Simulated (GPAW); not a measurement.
Consider MnCoO4 (P2/m).

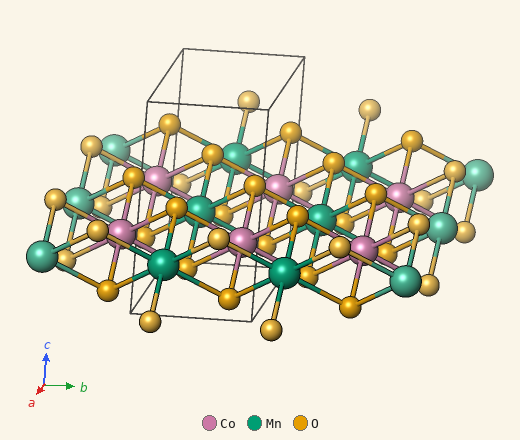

The structure (cobalt pink, manganese teal, oxygen orange). 2×2×1 cells are drawn. Some periodic images of atoms are drawn too.

```cif
data_structure
_symmetry_space_group_name_H-M 'P 1'
_symmetry_Int_Tables_number 1
_cell_length_a 4.9748
_cell_length_b 2.8945
_cell_length_c 5.0160
_cell_angle_alpha 90.000
_cell_angle_beta 109.670
_cell_angle_gamma 90.000
_cell_volume 68.01
loop_
_atom_site_label
_atom_site_type_symbol
_atom_site_fract_x
_atom_site_fract_y
_atom_site_fract_z
_atom_site_occupancy
Co1 Co 0.50000 0.00000 0.50000 1
Mn2 Mn 0.00000 0.50000 0.50000 1
O3 O 0.76095 0.00000 0.29839 1
O4 O 0.27245 0.50000 0.29954 1
O5 O 0.72755 0.50000 0.70046 1
O6 O 0.23905 0.00000 0.70161 1
```

Absorber: atom 3, with 1 Co at 1.90 Å and 2 Mn at 1.93 Å (distorted pyramidal, site symmetry m). Method: GPAW, LDA, excited-electron core hole (neutral cell), 12-atom cell with 5.8 Å between holes, 4×4×4 k points, dipole transitions, Gaussian full width 0.9 eV up to 4 eV, rising linearly to 3.5 eV at 25 eV.

**Question.** Predict the near-edge structure at the O K edge.

Main maxima up to 24 eV above the zero (height): 1.2 eV (3.02), 2.8 eV (1.55), 13.3 eV (2.37) and 20.5 eV (0.85). A K edge sees empty p states; the first features are O p mixed into the empty d states of the Co and Mn neighbours, and the broad ones above probably into the cations' higher empty bands. The total-energy difference is 523.87 eV. The functional leaves an error in such absolute values: in the free atom LDA prices this hole 4.1 eV below PBE (computed apart), and PBE is itself good to a few eV.

The O K spectrum (energy from the lowest empty level; intensity scaled to a mean of 1 over the first 20 eV; polarised curves are means over the symmetry-equivalent atoms):

```
E (eV)  isotropic  ε ∥ x  ε ∥ y  ε ∥ z
  -2.0       0.00   0.00   0.00   0.00
  -0.5       0.03   0.02   0.01   0.07
   1.0       2.75   3.36   2.11   2.78
   2.5       1.24   1.10   1.83   0.81
   4.0       0.04   0.02   0.08   0.01
   5.5       0.00   0.00   0.00   0.00
   7.0       0.09   0.09   0.08   0.08
   8.5       0.49   0.51   0.44   0.51
  10.0       1.16   1.22   1.23   1.03
  11.5       1.74   1.99   1.92   1.33
  13.0       2.33   2.64   2.41   1.95
  14.5       1.76   1.80   1.82   1.65
  16.0       0.92   0.91   0.98   0.86
  17.5       0.48   0.51   0.47   0.47
  19.0       0.65   0.68   0.60   0.68
  20.5       0.85   0.72   0.73   1.09
  22.0       0.74   0.56   0.59   1.06
  23.5       0.55   0.43   0.45   0.77
  25.0       0.40   0.33   0.35   0.54
  26.5       0.42   0.38   0.38   0.50
  28.0       0.49   0.45   0.44   0.59
  29.5       0.58   0.52   0.52   0.71
  31.0       0.83   0.75   0.83   0.92
```

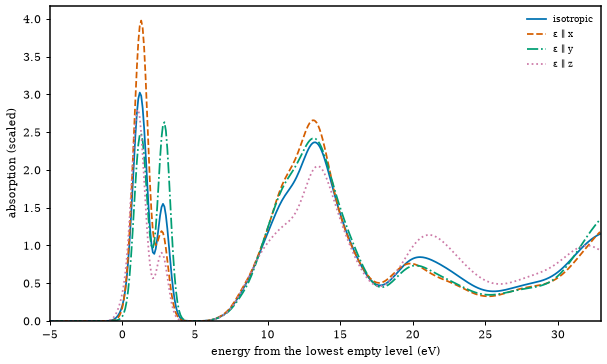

The O K edge.

The hole lies in one spin channel, while the script sums the empty states of both and takes the lower zero; where the two channels are split, this blurs and shifts the curve. The unit cell's mesh shows no gap over 0.35 eV. That is right for a metallic compound; for a small-gap or correlated insulator it would be the fault of the functional or of the assumed magnetic order, and the hole would be screened too well. The crystal has 2 inequivalent O sites and not all are shown here, while a measurement adds them all. The spins start antiferromagnetically in a simple order, which needn't be the measured one; gap and edge can depend on it. The holes are only 5.8 Å apart, so the shape is probably not converged with cell size; no larger cell was run here. The mesh is coarse (0.33 Å⁻¹ between points), so small maxima may be mesh ripples. Lifetime broadening is put in by hand, and intensities beyond about 20 eV depend on it and on the partial waves; weight that the partial waves miss at high energy is lost. The structure is a computed Materials Project entry and may be a hypothetical form.

[Banner, clock and machine lines of the logs are left out without a mark of their own.]

[Logs are printed without paths, hosts, clocks, repeated set-up lines and the standing remarks that a program may print on its own settings, such as how far it seeks lower states.]

[Hosts, paths, dates, database ids (printed as entryN), source tags and the programs' standing remarks are cut or masked in the printed files.]

[Lists of maxima count a maximum above −3 eV only where it reaches 4 % of the highest in the window and stands out from its surroundings by 2 % of it (1.5 % where it reaches 55 %); shoulders and weaker maxima are passed over, and of the rest the first, up to two pre-edge ones and the few strongest are named.]
